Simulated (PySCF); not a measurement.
```xyz
11

F    -2.4339   -0.9200   -0.5277
C    -1.1756   -0.6009   -0.8774
F    -1.1841    0.6910   -1.2374
F    -0.9132   -1.3149   -1.9848
C    -0.2070   -0.8761    0.2087
C     0.5281    0.0893    0.7636
C     0.9431    1.4511    0.8807
C     1.5072    0.5684    1.6889
H    -0.1284   -1.9131    0.5382
H     0.8510    2.4789    0.5372
H     2.2106    0.3592    2.4922
```

Geometry: PBE0-D3(BJ)/def2-SVP.

Level of theory: PySCF 2.14.0, CAM-B3LYP/def2-SVPD, SCF density, gas phase.

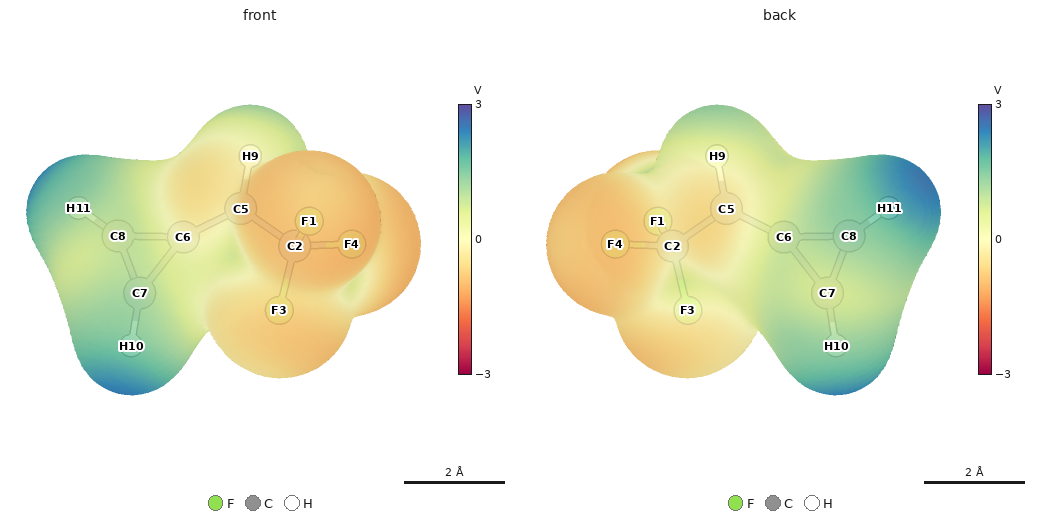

C5H3F3 (SMILES FC(F)(F)C=C1C=C1). The electrostatic potential painted on the density surface at 0.004 e/bohr³, seen from the front and from behind; red is negative and blue positive.

Q: Describe the electrostatic potential map.

A: The most negative region (about −1.0 V) lies over F1 and F4, the most positive (about +2.5 V) over H11.
